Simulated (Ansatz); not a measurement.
**NClO (nitrosyl chloride) at wB97M-V/cc-pVTZ**

Aim: the energy change on altering one bond length of NClO (nitrosyl chloride) at wB97M-V/cc-pVTZ, from 2 runs. 

The results are computed with Ansatz 0.2.0.

49 further runs of the same task are left out: 1 that didn't finish, 48 set aside as unsound or not needed.

**1. The molecule**

NClO: 3 atoms, total charge 0, spin state singlet. As SMILES, `O=NCl`. The coordinates come from a PBE0-D4/def2-TZVP relaxation.

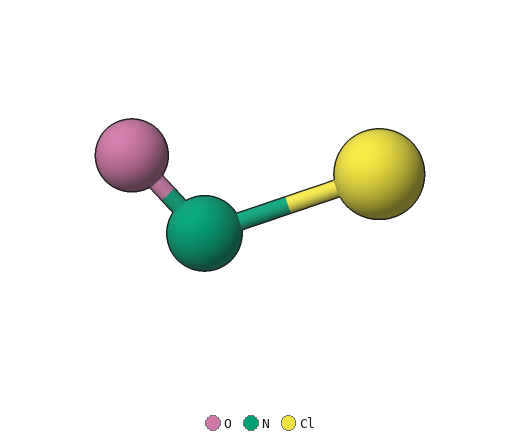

The structure, seen from a chosen angle (oxygen pink, nitrogen teal, chlorine yellow).

**2. The energy at wB97M-V/cc-pVTZ**

The input, molecule.yaml:

```yaml
crystal:
  periodic: [false, false, false]
  atoms:
    - {symbol: O, position_ang: [1.000080, -0.338330, 0.513880]}
    - {symbol: "N", position_ang: [0.052050, -0.599550, -0.035840]}
    - {symbol: Cl, position_ang: [-1.052130, 0.937900, -0.478040]}
basis:
  gaussian:
    orbitals: cc-pVTZ
hamiltonian:
  xc: {name: wB97M-V}
accuracy: high
output: {orbitals: {seedname: orbitals}}
```

Started as:

```sh
$ ansatz run molecule.yaml --threads 1 --pin off --max-ram 3480MiB --events-out events.jsonl --progress --plain --runs-dir runs
```

Log:

```text
Warning: RAYON_NUM_THREADS=1 ignored (pool sized by the plan → 1); use --threads N
Functional definition: wB97M-V
  name "wB97M-V"
  parameter omega = 0.3/bohr
  parameter cx = 0.15
  parameter cx01 = 1.007
  parameter cx10 = 0.259
  parameter css00 = 0.443
  parameter css04 = -1.437
  parameter css10 = -4.535
  parameter css20 = -3.390
  parameter css43 = 4.278
  parameter cos00 = 1.000
  parameter cos10 = 1.358
  parameter cos20 = 2.924
  parameter cos21 = -8.812
  parameter cos60 = -1.390
  parameter cos61 = 9.142
  parameter b = 6.0
  parameter c = 0.01
  gx(w, u) = 1 - cx + cx01*u + cx10*w
  gss(w, u) = css00 + css04*u^4 + css10*w + css20*w^2 + css43*w^4*u^3
  gos(w, u) = cos00 + cos10*w + (cos20 + cos21*u)*w^2 + (cos60 + cos61*u)*w^6
  exchange = spin_sum(e_x_unif_sr(omega)*gx(b97_w, b97_u_x)) + cx*exact_x_sr(omega) + exact_x_lr(omega)
  correlation = spin_sum(e_c_pw_mod_same_spin*gss(b97_w, b97_u_same))
      + integral(e_c_pw_mod_opposite_spin*gos(b97_w_opposite, b97_u_opposite)) + vv10(b, c)
1489 factors; integrals over basis functions are off by at most 3.4e-9 eV
225 factors; integrals over basis functions are off by at most 1.2e-9 eV
mean field evaluation 1: about -16055.8380 eV, gradient 2.8e1 eV
mean field evaluation 2: about -16054.8930 eV, gradient 4.0e1 eV
mean field evaluation 4: about -16057.4982 eV, gradient 2.5e0 eV
mean field evaluation 8: about -16057.5102 eV, gradient 1.7e-1 eV
mean field evaluation 16: about -16057.5108 eV, gradient 8.2e-5 eV
mean field -16057.51084251 eV, -590.1026392904 hartree, gradient 4.3e-8 eV, S^2 0.000000; 0 other end points of the search recorded, 0 dependent functions left out
reference -16057.51084486 eV, -590.1026393767 hartree; 16, 16 occupied and 78, 78 virtual orbitals, 1489 factors
Total energy: -16057.51084486 eV, -590.1026393767 hartree
```

It took 21 s on 1 thread of Arm Neoverse V2, shared host; peak memory 0.35 GiB.

**3. The distorted shape at the same level**

The input, in.yaml:

```yaml
crystal:
  periodic: [false, false, false]
  atoms:
    - {symbol: O, position_ang: [2.325071, -2.183235, 1.044510]}
    - {symbol: N, position_ang: [1.377041, -2.444455, 0.494790]}
    - {symbol: Cl, position_ang: [-1.052130, 0.937900, -0.478040]}
basis:
  gaussian: {orbitals: cc-pVTZ}
total_charge: 0
hamiltonian: {xc: {name: wB97M-V}}
accuracy: high
output: {orbitals: {seedname: orbitals}}
```

Started as:

```sh
$ ansatz run in.yaml --threads 1 --pin off --max-ram 3480MiB --events-out events.jsonl --progress --plain --runs-dir runs
```

Log, shortened:

```text
Warning: RAYON_NUM_THREADS=1 ignored (pool sized by the plan → 1); use --threads N
[... 2 set-up lines as earlier in the session ...]
[...]
  gx(w, u) = 1 - cx + cx01*u + cx10*w
  gss(w, u) = css00 + css04*u^4 + css10*w + css20*w^2 + css43*w^4*u^3
  gos(w, u) = cos00 + cos10*w + (cos20 + cos21*u)*w^2 + (cos60 + cos61*u)*w^6
[...]
      + integral(e_c_pw_mod_opposite_spin*gos(b97_w_opposite, b97_u_opposite)) + vv10(b, c)
1277 factors; integrals over basis functions are off by at most 4.9e-9 eV
253 factors; integrals over basis functions are off by at most 1.4e-9 eV
[...]
mean field -16054.24851870 eV, -589.9827511017 hartree, gradient 3.0e-8 eV, S^2 0.000000; 4 other end points of the search recorded, 0 dependent functions left out
reference -16054.24852151 eV, -589.9827512049 hartree; 16, 16 occupied and 78, 78 virtual orbitals, 1277 factors
Total energy: -16054.24852151 eV, -589.9827512049 hartree
```

It took 31 s on 1 thread of Arm Neoverse V2, shared host; peak memory 0.33 GiB.

**4. Results**

At wB97M-V/cc-pVTZ:

```
                                                          quantity          value
                                         first shape: total energy  -590.10264 Eh
                                          first shape: HOMO energy      -10.66 eV
                                          first shape: LUMO energy       -1.03 eV
                                        first shape: HOMO–LUMO gap        9.63 eV
                                     distorted shape: total energy  -589.98275 Eh
                                      distorted shape: HOMO energy       -8.23 eV
                                      distorted shape: LUMO energy       -4.64 eV
                                    distorted shape: HOMO–LUMO gap        3.59 eV
energy change with the N2–Cl3 bond stretched from 1.944 to 4.276 Å       3.262 eV
```

What this shows: One bond (distorted shape) is far stretched, which a spin-restricted single reference describes badly; a broken-symmetry solution may lie lower. With the N2–Cl3 bond stretched from 1.944 to 4.276 Å the energy rises by 3.26 eV (315 kJ/mol). The first shape isn't relaxed at this level, so the change isn't measured from a minimum. A restricted reference can't describe the breaking bond well at this length.
